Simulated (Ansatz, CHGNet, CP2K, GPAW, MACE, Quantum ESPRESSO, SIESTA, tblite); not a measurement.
## SIESTA runs on random packing of C68N32 (at. %) (79 atoms)

How do the settings of SIESTA change the result for random packing of C68N32 (at. %) (79 atoms)? A plane-wave run serves as the yardstick.

Program: SIESTA 5.4.2. Level of theory: the method is named at each step. Results are calculated unless marked as measured.

## Step 1: Starting point

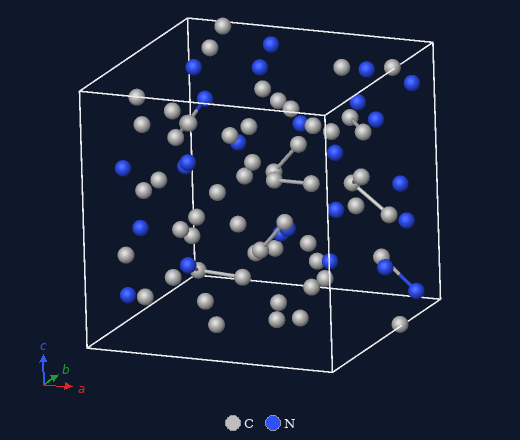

Start, viewed slightly off an axis; carbon light grey, nitrogen blue. Bonds to atoms that aren't drawn are left out. Some periodic images of atoms are drawn too.

The cell holds 79 atoms: 54 C and 25 N. Its edges and angles: a = 8.889 Å, b = 8.889 Å, c = 8.889 Å, α = 90.0°, β = 90.0°, γ = 90.0°. 79 atoms (54 C, 25 N) packed at random in a cube at 2.36 g/cm³ and pushed apart as soft spheres; a start for melting by ab initio MD, not an equilibrated structure. Then every atom was moved at random, 0.02 Å r.m.s. a Cartesian component.

The yardstick, on the same geometry:

```
method                 : Kohn-Sham DFT, PBE, PAW, plane waves (Ansatz 0.2.0); cutoff 420 eV, Γ point, fermi-dirac smearing of 0.05 eV; PAW set soft_2
r.m.s. force component : 1.957 eV/Å
longest force          : 5.884 eV/Å
pressure               : -23.89 GPa
SCF cycles             : 9
time                   : 4.4 s on 8 threads of Arm Neoverse V2, shared host
CPU time               : 24 s
```

## Step 2: PBE, DZP, shift 0.01 Ry, mesh 500 Ry

Method: Kohn-Sham DFT, PBE, PseudoDojo 0.4.1 norm-conserving pseudopotentials (converted to PSML), numerical atomic orbitals (DZP), diagonalisation.

The .psml files are PseudoDojo norm-conserving potentials that we converted to this format, checked against plane waves on the same files for H, C, O, Si, Ge and Ca alone.

File input.fdf:

```
SystemLabel cell
NumberOfAtoms 79
NumberOfSpecies 2
%block ChemicalSpeciesLabel
  1 6 C
  2 7 N
%endblock ChemicalSpeciesLabel
LatticeConstant 1.0 Ang
%block LatticeVectors
  8.88940 0.00000 0.00000
  0.00000 8.88940 0.00000
  0.00000 0.00000 8.88940
%endblock LatticeVectors
PAO.BasisSize DZP
PAO.EnergyShift 0.01 Ry
XC.Functional GGA
XC.Authors PBE
MeshCutoff 500 Ry
%block kgrid_Monkhorst_Pack
  1 0 0 0.0
  0 1 0 0.0
  0 0 1 0.0
%endblock kgrid_Monkhorst_Pack
SolutionMethod diagon
OccupationFunction FD
ElectronicTemperature 580 K
SCF.Mixer.Method Pulay
SCF.Mixer.Weight 0.05
SCF.Mixer.History 8
SCF.Mix Hamiltonian
MaxSCFIterations 300
SCF.DM.Tolerance 1e-04
SCF.H.Tolerance 1.0e-3 eV
WriteForces T
Write.HirshfeldPop T
Write.VoronoiPop T
Write.DM F
Write.H F
XML.Write F
AtomicCoordinatesFormat Fractional
%block AtomicCoordinatesAndAtomicSpecies
  0.72123 0.34128 0.08779 1
  0.44391 0.75793 0.51234 1
  0.52761 0.23174 0.46630 1
  0.55701 0.51288 0.08372 1
  0.33039 0.06713 0.28738 1
  0.81274 0.10984 0.97678 1
  0.68337 0.93093 0.69705 1
  0.08994 0.77335 0.66374 1
  0.13648 0.21605 0.92809 1
  0.10986 0.29800 0.12476 1
  0.56999 0.70672 0.64584 1
  0.12241 0.58894 0.66372 1
  0.07954 0.80486 0.21569 1
  0.38414 0.02741 0.49020 1
  0.83776 0.21881 0.65698 1
  0.15830 0.96637 0.99318 1
  0.51416 0.03981 0.12836 1
  0.06794 0.22708 0.30390 1
  0.24832 0.47758 0.39726 1
  0.12406 0.42025 0.54627 1
  0.17731 0.63540 0.13885 1
  0.83958 0.31386 0.26108 1
  0.81205 0.02484 0.55955 1
  0.65921 0.28059 0.63634 1
  0.83791 0.58975 0.55430 1
  0.56924 0.26362 0.84094 1
  0.82054 0.87462 0.18326 1
  0.72748 0.11443 0.14685 1
  0.38734 0.22650 0.15457 1
  0.31278 0.65876 0.66964 1
  0.98269 0.66407 0.99630 1
  0.53812 0.85904 0.04362 1
  0.80321 0.77988 0.69483 1
  0.81782 0.45934 0.78940 1
  0.19951 0.75204 0.97366 1
  0.07013 0.40270 0.76209 1
  0.18307 0.81783 0.39015 1
  0.78305 0.64804 0.98238 1
  0.68862 0.07009 0.42676 1
  0.49844 0.44939 0.28963 1
  0.71739 0.88581 0.36951 1
  0.93803 0.45165 0.62665 1
  0.41081 0.81974 0.19373 1
  0.99961 0.55690 0.45478 1
  0.43181 0.51712 0.56338 1
  0.82115 0.21167 0.42523 1
  0.82898 0.26990 0.86702 1
  0.56995 0.53578 0.86405 1
  0.31420 0.28672 0.82337 1
  0.32495 0.94135 0.77184 1
  0.71782 0.51837 0.25874 1
  0.32360 0.11828 0.92014 1
  0.36886 0.61085 0.13680 1
  0.65001 0.10776 0.75383 1
  0.25316 0.86427 0.57840 2
  0.27689 0.32559 0.64143 2
[... 19 atom lines left out ...]
  0.21231 0.46838 0.20912 2
  0.72162 0.69445 0.40824 2
  0.66812 0.36900 0.42412 2
  0.05114 0.26052 0.63055 2
%endblock AtomicCoordinatesAndAtomicSpecies
```

Started as:

```bash
$ OMP_NUM_THREADS=1 mpirun -np 2 siesta < input.fdf > output.txt
```

The log of the run:

```text
Version         : 5.4.2
reinit: System Name:
reinit: System Label: cell
initatom: Reading input for the pseudopotentials and atomic orbitals ----------
Species number:   1 Atomic number:    6 Label: C
Species number:   2 Atomic number:    7 Label: N
Ground state valence configuration (from tables):   2s02  2p02  3d00  4f00
Ground state valence configuration (from tables):   2s02  2p03  3d00  4f00
---- Processing specs for species: C
GGA--PBE XC_GGA_X_PBE--XC_GGA_C_PBE pb
---- Processing specs for species: N
GGA--PBE XC_GGA_X_PBE--XC_GGA_C_PBE pb
C pseudopotential only contains V_ls up to l=1 -- lmxkb reset.
N pseudopotential only contains V_ls up to l=1 -- lmxkb reset.
Using PAO.SplitTailNorm
%block ChemicalSpeciesLabel
    1    6 C                       # Species index, atomic number, species label
    2    7 N                       # Species index, atomic number, species label
%endblock ChemicalSpeciesLabel
%block PAO.Basis                 # Define Basis set
C                     2                    # Species label, number of l-shells
 n=2   0   2                         # n, l, Nzeta
   4.484      3.048
   1.000      1.000
 n=2   1   2 P   1                   # n, l, Nzeta, Polarization, NzetaPol
   5.436      3.692
   1.000      1.000
N                     2                    # Species label, number of l-shells
 n=2   0   2                         # n, l, Nzeta
   3.944      2.617
   1.000      1.000
 n=2   1   2 P   1                   # n, l, Nzeta, Polarization, NzetaPol
   4.781      3.167
   1.000      1.000
%endblock PAO.Basis
coor:   Atomic-coordinates input format  =     Fractional
siesta: System type = bulk
initatomlists: Number of atoms, orbitals, and projectors:     79  1027   632
siesta: ******************** Simulation parameters ****************************
Total number of electrons:   341.000000
Total ionic charge:   341.000000
 Kpoints in:            1 . Kpoints trimmed:            1
siesta: k-grid: Number of k-points = 1
siesta: k-points from Monkhorst-Pack grid
siesta: k-cutoff (effective) =     4.445 Ang
siesta: k-point supercell and displacements
siesta: k-grid:     1     0     0      0.000
siesta: k-grid:     0     1     0      0.000
siesta: k-grid:     0     0     1      0.000
                     ====================================
                        Single-point calculation
                     ====================================
outcell: Unit cell vectors (Ang):
        8.889400    0.000000    0.000000
        0.000000    8.889400    0.000000
        0.000000    0.000000    8.889400
outcell: Cell vector modules (Ang)   :    8.889400    8.889400    8.889400
outcell: Cell angles (23,13,12) (deg):     90.0000     90.0000     90.0000
outcell: Cell volume (Ang**3)        :    702.4531
Gamma-point calculation with multiply-connected orbital pairs
Gamma-point calculation with multiply-connected orbital pairs
Folding of H and S implicitly performed
Folding of H and S implicitly performed
new_DM -- step:     1
Initializing Density Matrix...
Attempting to read DM from file... Failed...
DM filled with atomic data:
InitMesh: MESH = 120 x 120 x 120 = 1728000
InitMesh: Mesh cutoff (required, used) =   500.000   503.639 Ry
stepf: Fermi-Dirac step function
        iscf     Eharris(eV)        E_KS(eV)     FreeEng(eV)     dDmax    Ef(eV) dHmax(eV)
   scf:    1   -15544.531067   -15589.315674   -15589.612330  1.408622 -4.266391  8.764623
   scf:    2   -15613.192418   -15604.816391   -15605.125624  0.136948 -4.279044  3.516974
   scf:    3   -15611.475296   -15608.830615   -15609.154343  0.074472 -4.296948  2.079373
   scf:    4   -15612.018884   -15610.825309   -15611.160265  0.062095 -4.336377  1.083319
   scf:    5   -15611.941623   -15611.467881   -15611.811221  0.023878 -4.374789  0.896576
   scf:    6   -15612.066605   -15611.798296   -15612.145073  0.013433 -4.409825  0.598386
[...]
scf:   20   -15612.202184   -15612.202190   -15612.552183  0.000128 -4.544827  0.001649
   scf:   21   -15612.202192   -15612.202191   -15612.552185  0.000078 -4.544726  0.001101
   scf:   22   -15612.202207   -15612.202199   -15612.552188  0.000088 -4.544707  0.000489
SCF Convergence by DM+H criterion
max |DM_out - DM_in|         :     0.0000875404
max |H_out - H_in|      (eV) :     0.0004886687
SCF cycle converged after 22 iterations
Using DM_out to compute the final energy and forces
siesta: E_KS(eV) =           -15612.2022
siesta: E_KS - E_eggbox =    -15612.2022
siesta: Atomic forces (eV/Ang):
     1    0.878532   -1.988790    2.469962
     2    1.461974   -2.021723    2.031305
     3    5.076228   -0.683736    1.521174
     4    0.330595   -0.651336   -0.023277
     5   -2.393397    0.076474   -1.117542
     6   -1.230556    0.925042    0.938592
[...]
77   -2.015616    1.347910   -0.508107
    78   -1.998051   -0.808217   -0.227496
    79   -0.251940    2.714479    1.440519
----------------------------------------
   Tot   -0.001116   -0.006321   -0.000712
----------------------------------------
   Max    5.076228
   Res    1.922079    sqrt( Sum f_i^2 / 3N )
----------------------------------------
   Max    5.076228    constrained
Stress tensor Voigt[x,y,z,yz,xz,xy] (kbar):      185.54      275.95      205.79      -10.85      -15.28       -1.09
(Free)E + p*V (eV/cell)   -15710.0726
Target enthalpy (eV/cell)   -15612.5522
siesta: Program's energy decomposition (eV):
siesta: Ebs     =     -4062.245396
siesta: Eions   =     26520.776835
siesta: Ena     =      6471.102613
siesta: Ekin    =      9450.780488
siesta: Enl     =      -383.535858
siesta: DEna    =       225.859966
siesta: DUscf   =         7.641985
siesta: Ex      =     -4448.985906
siesta: Ec      =      -414.288653
siesta: Exc     =     -4863.274559
siesta: Eharris =    -15612.202207
siesta: Etot    =    -15612.202199
siesta: FreeEng =    -15612.552188
siesta: Final energy (eV):
siesta:  Band Struct. =   -4062.245396
siesta:       Kinetic =    9450.780488
siesta:       Hartree =    2913.110854
siesta:         Exch. =   -4448.985906
siesta:         Corr. =    -414.288653
siesta:   Exch.-corr. =   -4863.274559
siesta:  Ion-electron =  -14050.635466
siesta:       Ion-ion =   -9062.183517
siesta:         Total =  -15612.202199
siesta:         Fermi =      -4.544707
siesta: Stress tensor (static) (eV/Ang**3):
siesta:     0.115807   -0.000683   -0.009537
siesta:    -0.000683    0.172234   -0.006775
siesta:    -0.009537   -0.006775    0.128444
siesta: Cell volume =        702.453121 Ang**3
siesta: Pressure (static):
siesta:                Solid            Molecule  Units
siesta:          -0.00151203         -0.00107845  Ry/Bohr**3
siesta:          -0.13882837         -0.09901907  eV/Ang**3
siesta:        -222.42757016       -158.64603375  kBar
    Orbital volume contribution        =          26.890001 eV
    (Free)E + p_basis*V_orbitals       =      -15585.662187 eV
    (Free)Eharris+ p_basis*V_orbitals  =      -15585.662195 eV
Hirshfeld Atomic Populations:
Atom #   charge [q] valence [e]  Species
     1     0.003353    3.996647  C
     2    -0.005829    4.005829  C
     3     0.000505    3.999495  C
     4     0.017760    3.982240  C
     5     0.007919    3.992081  C
     6     0.008008    3.991992  C
[...]
55     0.014785    4.985215  N
    56    -0.063273    5.063273  N
    57    -0.017268    5.017268  N
    58    -0.028619    5.028619  N
    59    -0.045700    5.045700  N
    60    -0.025418    5.025418  N
[...]
--------------------
 Total    -0.000027
Voronoi Atomic Populations:
Atom #   charge [q] valence [e]  Species
[...]
52     0.015921    3.984079  C
    53     0.046087    3.953913  C
    54     0.016165    3.983835  C
[...]
77    -0.040884    5.040884  N
    78    -0.051831    5.051831  N
    79    -0.007024    5.007024  N
--------------------
 Total    -0.000027
```

The job ended after 3.1 min (2 MPI ranks of Arm Neoverse V2, shared host; peak memory 1.6 GiB; 6.2 min of CPU time).

Banners, paths, timers and routine set-up lines are dropped from the logs unmarked, and long logs keep their key lines alone; longer cuts are marked.

Against the reference:

* r.m.s. force component: 1.922 eV/Å
* r.m.s. difference of force components: 110.3 meV/Å
* longest difference of force vectors: 423.4 meV/Å
* force difference over r.m.s. force: 5.636 %
* slope of forces against the reference's: 0.9807
* correlation of force components: 0.9986
* pressure: -22.24 GPa
* pressure difference: 1.648 GPa

Length of the force difference by element (eV/Å):

```csv
element,atoms,mean,most
C,54,0.16,0.32
N,25,0.21,0.42
```

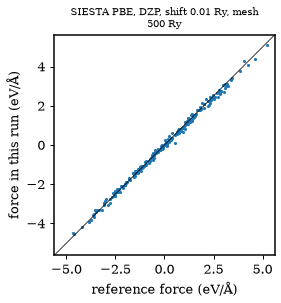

Force components against those of the reference; the line marks equality.

Local excerpt of 9 atoms (numbers count through the whole input) about C32, which bears the longest force; x, y, z are measured from there.

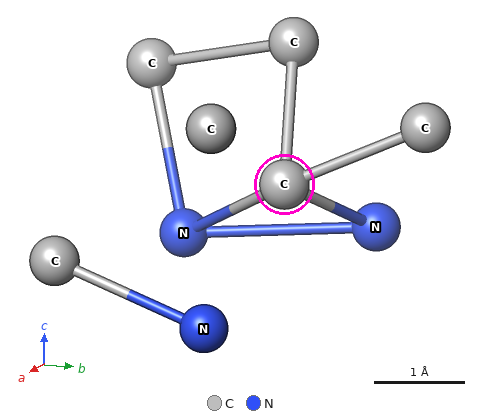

The atoms of the table, within 2.9 Å (arrows a, b, c point along x, y, z); some may hide others; the central atom is ringed.

```csv
atom,x,y,z,distance (Å),Hirshfeld charge (e),Fx,Fy,Fz (eV/Å)
C32,0.00,0.00,0.00,0.00,-0.04,-4.50,2.74,2.23
N67,-1.45,0.51,-0.78,1.72,-0.02,-1.05,1.31,-2.40
C43,-1.13,-0.35,1.33,1.78,-0.01,2.27,-1.18,-1.22
C17,-0.21,1.61,0.75,1.79,0.02,2.47,1.18,0.05
N60,-0.93,-1.58,-0.92,2.05,-0.03,1.00,-2.22,0.60
N57,2.26,-0.05,-1.13,2.52,-0.02,0.11,-1.39,0.20
C53,-1.50,-2.21,0.83,2.80,0.04,-0.17,1.23,-2.65
C27,2.51,0.14,1.24,2.80,0.02,1.98,-2.06,1.80
C38,2.18,-1.88,-0.54,2.92,0.00,2.44,2.41,-1.70
```

Forces lie 5.6 % from the reference's, at 15 times its CPU time (on 2 against 8 cores).

## Step 3: PBE, SZ, shift 0.01 Ry, mesh 500 Ry

Method: Kohn-Sham DFT, PBE, PseudoDojo 0.4.1 norm-conserving pseudopotentials (converted to PSML), numerical atomic orbitals (SZ), diagonalisation.

Changes to input.fdf since step 2:

```diff
@@ -13,3 +13,3 @@
 %endblock LatticeVectors
-PAO.BasisSize DZP
+PAO.BasisSize SZ
 PAO.EnergyShift 0.01 Ry
```

Started as:

```bash
$ OMP_NUM_THREADS=1 siesta < input.fdf > output.txt
```

The log of the run:

```text
Version         : 5.4.2
reinit: System Name:
reinit: System Label: cell
initatom: Reading input for the pseudopotentials and atomic orbitals ----------
Species number:   1 Atomic number:    6 Label: C
Species number:   2 Atomic number:    7 Label: N
Ground state valence configuration (from tables):   2s02  2p02  3d00  4f00
Ground state valence configuration (from tables):   2s02  2p03  3d00  4f00
---- Processing specs for species: C
GGA--PBE XC_GGA_X_PBE--XC_GGA_C_PBE pb
---- Processing specs for species: N
GGA--PBE XC_GGA_X_PBE--XC_GGA_C_PBE pb
[... lines left out ...]
stepf: Fermi-Dirac step function
        iscf     Eharris(eV)        E_KS(eV)     FreeEng(eV)     dDmax    Ef(eV) dHmax(eV)
[... lines left out ...]
SCF Convergence by DM+H criterion
[... lines left out ...]
SCF cycle converged after 22 iterations
[... lines left out ...]
   Max    5.535909
[... lines left out ...]
   Max    5.535909    constrained
Stress tensor Voigt[x,y,z,yz,xz,xy] (kbar):      -18.39       48.50       -5.91        8.71       -5.11       15.60
[... lines left out ...]
siesta: FreeEng =    -15563.705738
[... lines left out ...]
siesta:       Ion-ion =   -9062.183517
siesta:         Total =  -15563.344334
siesta:         Fermi =      -4.620427
siesta: Stress tensor (static) (eV/Ang**3):
siesta:    -0.011480    0.009740   -0.003188
siesta:     0.009740    0.030274    0.005439
siesta:    -0.003189    0.005439   -0.003688
siesta: Cell volume =        702.453121 Ang**3
siesta: Pressure (static):
siesta:                Solid            Molecule  Units
siesta:          -0.00005484          0.00029111  Ry/Bohr**3
siesta:          -0.00503526          0.02672862  eV/Ang**3
siesta:          -8.06738144         42.82396438  kBar
    Orbital volume contribution        =          13.799636 eV
    (Free)E + p_basis*V_orbitals       =      -15549.906102 eV
    (Free)Eharris+ p_basis*V_orbitals  =      -15549.906102 eV
Hirshfeld Atomic Populations:
Atom #   charge [q] valence [e]  Species
     1     0.000201    3.999799  C
     2     0.004002    3.995998  C
     3     0.011530    3.988470  C
[...]
55     0.007908    4.992092  N
    56    -0.066218    5.066218  N
    57    -0.027931    5.027931  N
[...]
--------------------
 Total    -0.000029
Voronoi Atomic Populations:
Atom #   charge [q] valence [e]  Species
[...]
53     0.037676    3.962324  C
    54    -0.007347    4.007347  C
[...]
78    -0.059010    5.059010  N
    79    -0.013824    5.013824  N
--------------------
 Total    -0.000029
```

Run time: 86 s. Hardware: 1 thread; peak memory 0.65 GiB.

Compared with the plane-wave run:

```yaml
r_m_s_force_component: 1.589 eV/Å
r_m_s_difference_of_force_components: 1411 meV/Å
longest_difference_of_force_vectors: 4946 meV/Å
force_difference_over_r_m_s_force: 72.11 %
slope_of_forces_against_the_reference_s: 0.5695
correlation_of_force_components: 0.7016
pressure: -0.8067 GPa
pressure_difference: 23.08 GPa
```

This is a coarse setting, run to see what it loses.

Against the first run (5.6 %), the force difference from the reference is 72 %, at 0.23 times the CPU time (on 1 against 2 cores), with 316 basis functions against 1027: the smaller basis costs accuracy.

## Step 4: PBE, DZ, shift 0.01 Ry, mesh 500 Ry

Method: Kohn-Sham DFT, PBE, PseudoDojo 0.4.1 norm-conserving pseudopotentials (converted to PSML), numerical atomic orbitals (DZ), diagonalisation.

Changes to input.fdf since step 3:

```diff
@@ -13,3 +13,3 @@
 %endblock LatticeVectors
-PAO.BasisSize SZ
+PAO.BasisSize DZ
 PAO.EnergyShift 0.01 Ry
```

Started as:

```bash
$ OMP_NUM_THREADS=1 mpirun -np 2 siesta < input.fdf > output.txt
```

The log of the run:

```text
Version         : 5.4.2
reinit: System Name:
reinit: System Label: cell
initatom: Reading input for the pseudopotentials and atomic orbitals ----------
Species number:   1 Atomic number:    6 Label: C
Species number:   2 Atomic number:    7 Label: N
Ground state valence configuration (from tables):   2s02  2p02  3d00  4f00
Ground state valence configuration (from tables):   2s02  2p03  3d00  4f00
---- Processing specs for species: C
GGA--PBE XC_GGA_X_PBE--XC_GGA_C_PBE pb
---- Processing specs for species: N
GGA--PBE XC_GGA_X_PBE--XC_GGA_C_PBE pb
[... lines left out ...]
stepf: Fermi-Dirac step function
        iscf     Eharris(eV)        E_KS(eV)     FreeEng(eV)     dDmax    Ef(eV) dHmax(eV)
[... lines left out ...]
SCF Convergence by DM+H criterion
[... lines left out ...]
SCF cycle converged after 21 iterations
[... lines left out ...]
   Max    4.970512
[... lines left out ...]
   Max    4.970512    constrained
Stress tensor Voigt[x,y,z,yz,xz,xy] (kbar):      103.05      189.15      126.11       -7.23      -11.69        3.36
[... lines left out ...]
siesta: FreeEng =    -15591.867800
[... lines left out ...]
siesta:       Ion-ion =   -9062.183517
siesta:         Total =  -15591.508409
siesta:         Fermi =      -4.459379
siesta: Stress tensor (static) (eV/Ang**3):
siesta:     0.064320    0.002098   -0.007295
siesta:     0.002098    0.118056   -0.004512
siesta:    -0.007294   -0.004512    0.078713
siesta: Cell volume =        702.453121 Ang**3
siesta: Pressure (static):
siesta:                Solid            Molecule  Units
siesta:          -0.00094787         -0.00051335  Ry/Bohr**3
siesta:          -0.08702983         -0.04713331  eV/Ang**3
siesta:        -139.43716519        -75.51588946  kBar
    Orbital volume contribution        =          18.052377 eV
    (Free)E + p_basis*V_orbitals       =      -15573.815422 eV
    (Free)Eharris+ p_basis*V_orbitals  =      -15573.815422 eV
Hirshfeld Atomic Populations:
Atom #   charge [q] valence [e]  Species
     1    -0.000623    4.000623  C
     2    -0.005045    4.005045  C
     3     0.002381    3.997619  C
[...]
55     0.018259    4.981741  N
    56    -0.064164    5.064164  N
    57    -0.022664    5.022664  N
[...]
--------------------
 Total    -0.000034
Voronoi Atomic Populations:
Atom #   charge [q] valence [e]  Species
[...]
53     0.042474    3.957526  C
    54     0.008606    3.991394  C
[...]
78    -0.053553    5.053553  N
    79    -0.003891    5.003891  N
--------------------
 Total    -0.000034
```

The job ended after 63 s (2 MPI ranks; peak memory 1 GiB; 2.1 min of CPU time).

Numbers from this run, and their distance from the reference:

- r.m.s. force component: 1.754 eV/Å
- r.m.s. difference of force components: 614.5 meV/Å
- longest difference of force vectors: 2118 meV/Å
- force difference over r.m.s. force: 31.4 %
- slope of forces against the reference's: 0.8522
- correlation of force components: 0.951
- pressure: -13.94 GPa
- pressure difference: 9.947 GPa

This is a coarse setting, run to see what it loses.

Against the first run (5.6 %), the force difference from the reference is 31 %, at 0.34 times the CPU time, with 632 basis functions against 1027: the smaller basis costs accuracy.

(Part 1 of 2 ends here.)

[Also dropped from logs without a mark: logging warnings of Python, and SIESTA's first energy breakdown and zero terms.]

[Logs are printed without paths, hosts, clocks, repeated set-up lines and the standing remarks that a program may print on its own settings, such as how far it seeks lower states.]

[Hosts, paths, dates, database ids (printed as entryN), source tags and the programs' standing remarks are cut or masked in the printed files.]
